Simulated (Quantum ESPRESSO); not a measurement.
**E(M) of MnSi**

Aim: the energy of MnSi as a function of the total spin moment of its primitive cell.

Program: Quantum ESPRESSO 7.5. Level of theory: PBE; plane waves with GBRV 1.5 PBE potentials, no spin-orbit coupling. Results are calculated unless marked as measured.

**1. The structure**

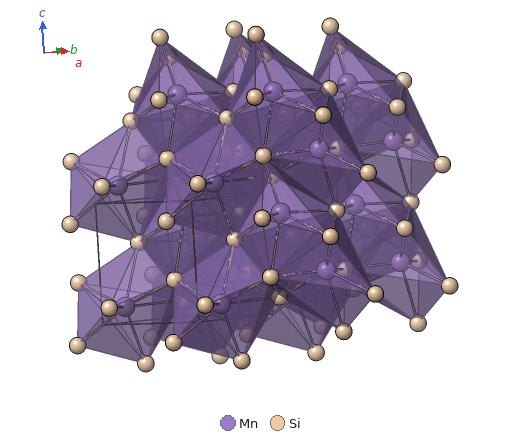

Start, viewed slightly off an axis; manganese light purple, silicon light orange. 2×2×2 cells are drawn. Some periodic images of atoms are drawn too.

The lattice constants were typed from memory of published values and not checked against a source.

**2. No moment imposed**

The input, pw.in:

```
&CONTROL
  calculation = 'scf'
  prefix = 'pwscf'
  outdir = './tmp'
  pseudo_dir = './pseudo'
  disk_io = 'nowf'
/
&SYSTEM
  ibrav = 0
  celldm(1) = 8
  nat = 8
  ntyp = 2
  ecutwfc = 40
  ecutrho = 280
  nbnd = 57
  occupations = 'smearing'
  smearing = 'fd'
  degauss = 0.00367493
  nspin = 2
  starting_magnetization(1) = 0.2333
  starting_magnetization(2) = 0
/
&ELECTRONS
  conv_thr = 1.6d-08
  electron_maxstep = 150
  mixing_beta = 0.3
/
ATOMIC_SPECIES
Mn     54.9380 mn_pbe_v1.5.uspp.F.UPF
Si     28.0850 si_pbe_v1.uspp.F.UPF
CELL_PARAMETERS alat
   1.0766714595055    0.0000000000000    0.0000000000000
   0.0000000000000    1.0766714595055    0.0000000000000
   0.0000000000000    0.0000000000000    1.0766714595055
ATOMIC_POSITIONS crystal
Mn      0.1370000000    0.1370000000    0.1370000000
Mn      0.6370000000    0.3630000000    0.8630000000
Mn      0.8630000000    0.6370000000    0.3630000000
Mn      0.3630000000    0.8630000000    0.6370000000
Si      0.8450000000    0.8450000000    0.8450000000
Si      0.3450000000    0.6550000000    0.1550000000
Si      0.1550000000    0.3450000000    0.6550000000
Si      0.6550000000    0.1550000000    0.3450000000
K_POINTS automatic
8 8 8 0 0 0
```

Started as:

```
OMP_NUM_THREADS=1 mpirun -n 4 pw.x -nk 4 -in pw.in > pw.out
```

Output:

```text
Program PWSCF v.7.5 starts

     Message from routine setup:
     using ibrav=0 with symmetry is DISCOURAGED, use correct ibrav instead

     K-points division:     npool     =       4
     Subspace diagonalization in iterative solution of the eigenvalue problem:

     G-vector sticks info
     --------------------
     sticks:   dense  smooth     PW     G-vecs:    dense   smooth      PW
     Sum        1649     949    293                50685    21879    3695

     Using Slab Decomposition

     bravais-lattice index     =            0
     lattice parameter (alat)  =       8.0000  a.u.
     unit-cell volume          =     639.0275 (a.u.)^3
     number of atoms/cell      =            8
     number of atomic types    =            2
     number of electrons       =        76.00
     number of Kohn-Sham states=           57
     kinetic-energy cutoff     =      40.0000  Ry
     charge density cutoff     =     280.0000  Ry
     scf convergence threshold =      1.6E-08
     mixing beta               =       0.3000
     number of iterations used =            8  plain     mixing
     Exchange-correlation= SLA  PW   PBE  PBE
                           (   1   4   3   4   0   0   0)

     celldm(1)=   8.000000  celldm(2)=   0.000000  celldm(3)=   0.000000
     celldm(4)=   0.000000  celldm(5)=   0.000000  celldm(6)=   0.000000

     crystal axes: (cart. coord. in units of alat)
               a(1) = (   1.076671   0.000000   0.000000 )
               a(2) = (   0.000000   1.076671   0.000000 )
               a(3) = (   0.000000   0.000000   1.076671 )

     reciprocal axes: (cart. coord. in units 2 pi/alat)
               b(1) = (  0.928788  0.000000  0.000000 )
               b(2) = (  0.000000  0.928788  0.000000 )
               b(3) = (  0.000000  0.000000  0.928788 )

     PseudoPot. # 1 for Mn read from file:
     mn_pbe_v1.5.uspp.F.UPF
     Pseudo is Ultrasoft + core correction, Zval = 15.0
     Generated by new atomic code, or converted to UPF format
     Using radial grid of  859 points,  6 beta functions with:
                l(1) =   0
                l(2) =   0
                l(3) =   1
                l(4) =   1
                l(5) =   2
                l(6) =   2
     Q(r) pseudized with  8 coefficients,  rinner =    0.950   0.950   0.950
                                                       0.950   0.950

     PseudoPot. # 2 for Si read from file:
     si_pbe_v1.uspp.F.UPF
     Pseudo is Ultrasoft + core correction, Zval =  4.0
     Generated by new atomic code, or converted to UPF format
     Using radial grid of  899 points,  6 beta functions with:
                l(1) =   0
                l(2) =   0
                l(3) =   1
                l(4) =   1
                l(5) =   2
                l(6) =   2
     Q(r) pseudized with  8 coefficients,  rinner =    0.900   0.900   0.900
                                                       0.900   0.900

     atomic species   valence    mass     pseudopotential
     Mn               15.00    54.93800     Mn( 1.00)
     Si                4.00    28.08500     Si( 1.00)

     Starting magnetic structure
     atomic species   magnetization
     Mn              0.233
     Si              0.000

     12 Sym. Ops. (no inversion) found ( 9 have fractional translation)

   Cartesian axes

     site n.     atom                  positions (alat units)
         1        Mn     tau(   1) = (   0.1475040   0.1475040   0.1475040  )
         2        Mn     tau(   2) = (   0.6858397   0.3908317   0.9291675  )
         3        Mn     tau(   3) = (   0.9291675   0.6858397   0.3908317  )
         4        Mn     tau(   4) = (   0.3908317   0.9291675   0.6858397  )
         5        Si     tau(   5) = (   0.9097874   0.9097874   0.9097874  )
         6        Si     tau(   6) = (   0.3714517   0.7052198   0.1668841  )
         7        Si     tau(   7) = (   0.1668841   0.3714517   0.7052198  )
         8        Si     tau(   8) = (   0.7052198   0.1668841   0.3714517  )

     number of k points=    45  Fermi-Dirac smearing, width (Ry)=  0.0037
                       cart. coord. in units 2pi/alat
        k(    1) = (   0.0000000   0.0000000   0.0000000), wk =   0.0019531
        k(    2) = (   0.0000000   0.0000000   0.1160986), wk =   0.0117188
        k(    3) = (   0.0000000   0.0000000   0.2321971), wk =   0.0117188
        k(    4) = (   0.0000000   0.0000000   0.3482957), wk =   0.0117188
        k(    5) = (   0.0000000   0.0000000  -0.4643942), wk =   0.0058594
        [... 40 further k-points ...]

     Dense  grid:    50685 G-vectors     FFT dimensions: (  48,  48,  48)

     Smooth grid:    21879 G-vectors     FFT dimensions: (  36,  36,  36)

     Check: negative core charge=   -0.000039
     Generating pointlists ...
     new r_m :   0.2246 (alat units)  1.7970 (a.u.) for type    1
     new r_m :   0.2246 (alat units)  1.7970 (a.u.) for type    2

     Initial potential from superposition of free atoms

     starting charge      73.9970, renormalised to      76.0000
     Starting wfcs are   68 randomized atomic wfcs

     Self-consistent Calculation

     iteration #  1     ecut=    40.00 Ry     beta= 0.30
     Davidson diagonalization with overlap
     ethr =  1.00E-02,  avg # of iterations =  4.6

     total energy              =    -881.36559326 Ry
     estimated scf accuracy    <       7.38158196 Ry

     total magnetization       =     6.44 Bohr mag/cell
     absolute magnetization    =     7.70 Bohr mag/cell

     iteration #  2     ecut=    40.00 Ry     beta= 0.30
     Davidson diagonalization with overlap
     ethr =  9.71E-03,  avg # of iterations =  2.2

     total energy              =    -882.95664877 Ry
     estimated scf accuracy    <       3.61960866 Ry

     total magnetization       =     8.09 Bohr mag/cell
     absolute magnetization    =     9.36 Bohr mag/cell

     iteration #  3     ecut=    40.00 Ry     beta= 0.30
     Davidson diagonalization with overlap
     ethr =  4.76E-03,  avg # of iterations =  1.1

     total energy              =    -883.44028468 Ry
     estimated scf accuracy    <       0.10547907 Ry

     total magnetization       =     7.94 Bohr mag/cell
     absolute magnetization    =     9.33 Bohr mag/cell

     [... further iterations left out ...]

     iteration # 23     ecut=    40.00 Ry     beta= 0.30
     Davidson diagonalization with overlap
     ethr =  2.49E-09,  avg # of iterations =  3.1

     total energy              =    -883.48803740 Ry
     estimated scf accuracy    <       0.00000015 Ry

     total magnetization       =     3.97 Bohr mag/cell
     absolute magnetization    =     4.69 Bohr mag/cell

     iteration # 24     ecut=    40.00 Ry     beta= 0.30
     Davidson diagonalization with overlap
     ethr =  2.02E-10,  avg # of iterations =  2.0

     total energy              =    -883.48803730 Ry
     estimated scf accuracy    <       0.00000004 Ry

     total magnetization       =     3.97 Bohr mag/cell
     absolute magnetization    =     4.69 Bohr mag/cell

     iteration # 25     ecut=    40.00 Ry     beta= 0.30
     Davidson diagonalization with overlap
     ethr =  5.54E-11,  avg # of iterations =  2.1

     total energy              =    -883.48803742 Ry
     estimated scf accuracy    <       0.00000010 Ry

     total magnetization       =     3.98 Bohr mag/cell
     absolute magnetization    =     4.69 Bohr mag/cell

     iteration # 26     ecut=    40.00 Ry     beta= 0.30
     Davidson diagonalization with overlap
     ethr =  5.54E-11,  avg # of iterations =  2.0

     Magnetic moment per site  (integrated on atomic sphere of radius R)
     atom   1 (R=0.225)  charge= 12.9915  magn=  1.0203
     atom   2 (R=0.225)  charge= 12.9915  magn=  1.0203
     atom   3 (R=0.225)  charge= 12.9915  magn=  1.0203
     atom   4 (R=0.225)  charge= 12.9915  magn=  1.0203
     atom   5 (R=0.225)  charge=  1.7526  magn= -0.0461
     atom   6 (R=0.225)  charge=  1.7526  magn= -0.0461
     atom   7 (R=0.225)  charge=  1.7526  magn= -0.0461
     atom   8 (R=0.225)  charge=  1.7526  magn= -0.0461

     End of self-consistent calculation

     [... lines left out ...]
     the Fermi energy is    15.5184 ev

!    total energy              =    -883.48803747 Ry
     estimated scf accuracy    <          1.8E-09 Ry
     smearing contrib. (-TS)   =      -0.00260073 Ry
     internal energy E=F+TS    =    -883.48543675 Ry

     The total energy is F=E-TS. E is the sum of the following terms:
     one-electron contribution =    -463.03445560 Ry
     hartree contribution      =     272.46519132 Ry
     xc contribution           =    -124.06898331 Ry
     ewald contribution        =    -568.84718916 Ry

     total magnetization       =     3.97 Bohr mag/cell
     absolute magnetization    =     4.69 Bohr mag/cell

     convergence has been achieved in  26 iterations

=------------------------------------------------------------------------------=
   JOB DONE.
=------------------------------------------------------------------------------=
```

Elapsed: 2.8 min, on 4 MPI ranks of Intel Xeon at 2.70GHz, shared host; peak memory 0.72 GiB.

Spin moment in the atom's sphere by atom:

```
atom  spin moment in the atom's sphere (μB)
 Mn1                                   1.02
 Mn2                                   1.02
 Mn3                                   1.02
 Mn4                                   1.02
 Si5                                  -0.05
 Si6                                  -0.05
 Si7                                  -0.05
 Si8                                  -0.05
```

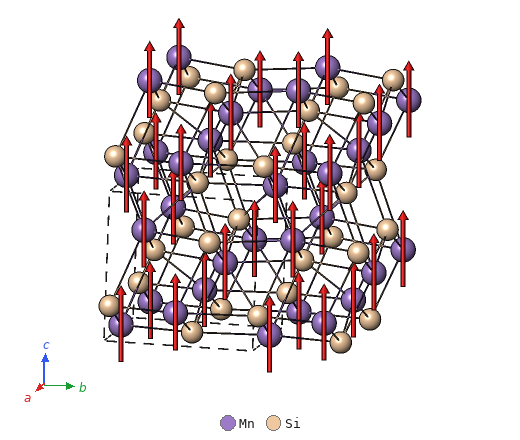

Spin moment in the atom's sphere as arrows, the longest 1.02 μB. Up and down stand for the sign. Arrows give size and sign along the axis of quantisation, drawn up and down the page. 2×2×2 cells are drawn.

Numbers from this step:

- smearing term TS: 0.03538 eV
- magnetization: 3.974 μB
- absolute magnetization: 4.691 μB
- final state: ferromagnetic

**3. Moment fixed at 0 μB**

The two spin channels are filled to separate Fermi energies, so that the total moment meets the target. Half of the up one less the down one is the slope dE/dM.

pw.in, as its differences from that of step 2:

```diff
@@ -14,3 +14,3 @@
   ecutrho = 280
-  nbnd = 57
+  nbnd = 54
   occupations = 'smearing'
@@ -19,4 +19,5 @@
   nspin = 2
-  starting_magnetization(1) = 0.2333
+  starting_magnetization(1) = 0.0117
   starting_magnetization(2) = 0
+  tot_magnetization = 0
 /
```

Output:

```text
     [... lines left out ...]
Program PWSCF v.7.5 starts
     [... lines left out ...]
     number of atoms/cell      =            8
     [... lines left out ...]
     number of electrons       =        76.00 (up:  38.00, down:  38.00)
     number of Kohn-Sham states=           54
     kinetic-energy cutoff     =      40.0000  Ry
     charge density cutoff     =     280.0000  Ry
     scf convergence threshold =      1.6E-08
     [... lines left out ...]
     12 Sym. Ops. (no inversion) found ( 9 have fractional translation)
     [... lines left out ...]
     number of k points=    45  Fermi-Dirac smearing, width (Ry)=  0.0037
     [... lines left out ...]
     iteration # 13     ecut=    40.00 Ry     beta= 0.30
     [... lines left out ...]
     Magnetic moment per site  (integrated on atomic sphere of radius R)
     atom   1 (R=0.225)  charge= 12.9931  magn=  0.0000
     atom   2 (R=0.225)  charge= 12.9931  magn=  0.0000
     atom   3 (R=0.225)  charge= 12.9931  magn=  0.0000
     atom   4 (R=0.225)  charge= 12.9931  magn=  0.0000
     atom   5 (R=0.225)  charge=  1.7500  magn= -0.0000
     atom   6 (R=0.225)  charge=  1.7500  magn= -0.0000
     atom   7 (R=0.225)  charge=  1.7500  magn= -0.0000
     atom   8 (R=0.225)  charge=  1.7500  magn= -0.0000
     [... lines left out ...]
     the spin up/dw Fermi energies are    15.4040   15.4041 ev
!    total energy              =    -883.46902036 Ry
     estimated scf accuracy    <          5.1E-10 Ry
     smearing contrib. (-TS)   =      -0.00634220 Ry
     [... lines left out ...]
     total magnetization       =     0.00 Bohr mag/cell
     absolute magnetization    =     0.00 Bohr mag/cell
     convergence has been achieved in  13 iterations
```

It took 1.8 min on 4 MPI ranks; peak memory 0.7 GiB.

This step gave:

* magnetization: 0 μB
* absolute magnetization: 0 μB
* half the difference of the two Fermi energies: 0 meV
* largest moment: 0 μB

**4. Moment fixed at 0.579 μB**

pw.in, as its differences from that of step 3:

```diff
@@ -21,3 +21,3 @@
   starting_magnetization(2) = 0
-  tot_magnetization = 0
+  tot_magnetization = 0.579
 /
```

Output:

```text
     [... lines left out ...]
Program PWSCF v.7.5 starts
     [... lines left out ...]
     number of atoms/cell      =            8
     [... lines left out ...]
     number of electrons       =        76.00 (up:  38.29, down:  37.71)
     number of Kohn-Sham states=           54
     kinetic-energy cutoff     =      40.0000  Ry
     charge density cutoff     =     280.0000  Ry
     scf convergence threshold =      1.6E-08
     [... lines left out ...]
     12 Sym. Ops. (no inversion) found ( 9 have fractional translation)
     [... lines left out ...]
     number of k points=    45  Fermi-Dirac smearing, width (Ry)=  0.0037
     [... lines left out ...]
     iteration # 14     ecut=    40.00 Ry     beta= 0.30
     [... lines left out ...]
     Magnetic moment per site  (integrated on atomic sphere of radius R)
     atom   1 (R=0.225)  charge= 12.9930  magn=  0.1532
     atom   2 (R=0.225)  charge= 12.9930  magn=  0.1532
     atom   3 (R=0.225)  charge= 12.9930  magn=  0.1532
     atom   4 (R=0.225)  charge= 12.9930  magn=  0.1532
     atom   5 (R=0.225)  charge=  1.7501  magn= -0.0082
     atom   6 (R=0.225)  charge=  1.7501  magn= -0.0082
     atom   7 (R=0.225)  charge=  1.7501  magn= -0.0082
     atom   8 (R=0.225)  charge=  1.7501  magn= -0.0082
     [... lines left out ...]
     the spin up/dw Fermi energies are    15.3732   15.4368 ev
!    total energy              =    -883.46970095 Ry
     estimated scf accuracy    <          3.0E-10 Ry
     smearing contrib. (-TS)   =      -0.00623329 Ry
     [... lines left out ...]
     total magnetization       =     0.58 Bohr mag/cell
     absolute magnetization    =     0.71 Bohr mag/cell
     convergence has been achieved in  14 iterations
```

Run time: 2.1 min. Hardware: 4 MPI ranks; peak memory 0.69 GiB.

Spin moment in the atom's sphere by atom:

```
atom  spin moment in the atom's sphere (μB)
 Mn1                                  0.153
 Mn2                                  0.153
 Mn3                                  0.153
 Mn4                                  0.153
 Si5                                 -0.008
 Si6                                 -0.008
 Si7                                 -0.008
 Si8                                 -0.008
```

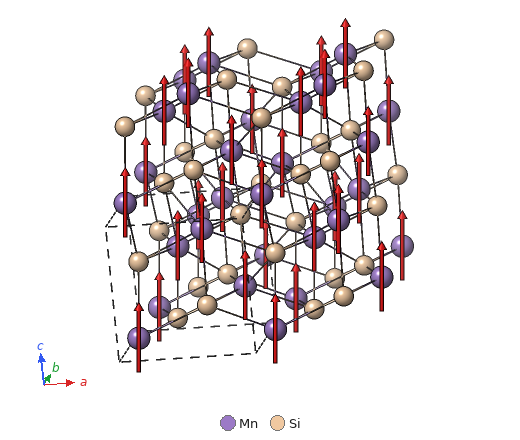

Spin moment in the atom's sphere as arrows, the longest 0.153 μB. Up and down stand for the sign. Arrows give size and sign along the axis of quantisation, drawn up and down the page. 2×2×2 cells are drawn.

This step gave:

| Quantity | Value |
| --- | --- |
| magnetization | 0.579 μB |
| absolute magnetization | 0.713 μB |
| half the difference of the two Fermi energies | -31.8 meV |

(Continued in part 2 of 2.)

[Logs and program files are shortened in this print: banners, set-up blocks, solver, clock and traceback lines can be left out without a mark of their own.]

[Logs are printed without paths, hosts, clocks, repeated set-up lines and the standing remarks that a program may print on its own settings, such as how far it seeks lower states.]

[Hosts, paths, dates, database ids (printed as entryN), source tags and the programs' standing remarks are cut or masked in the printed files.]

[Where a cell is said to come from a database of computed structures, the database is the Materials Project.]
